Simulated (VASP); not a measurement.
Band structure of CdS (zinc blende). Level of theory: vdW-DF-cx, VASP's PBE PAW potentials (set 64) (plane waves; VASP).

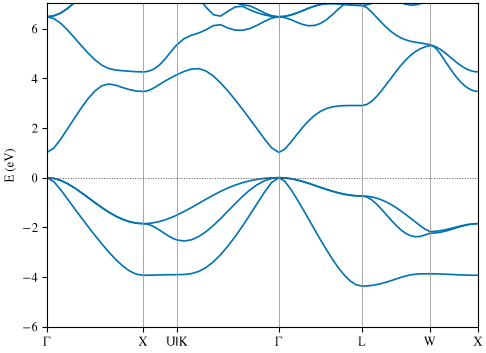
*Bands along high-symmetry lines, zero at the valence-band maximum or, without a gap, the Fermi level*

Question: Read the plot: is there a gap, and where are the band edges?

Answer: The gap is direct, 1.02 eV, from the valence maximum at Γ to the conduction minimum at Γ. (Edges off the drawn lines would not show.)

Measured: gap 2.48 eV at 4 K (computed value off by -1.46 eV), as given by arXiv:1206.3780.

The compound is CdS in the zinc blende structure, a metastable form; wurtzite is the usual one. It was relaxed first.
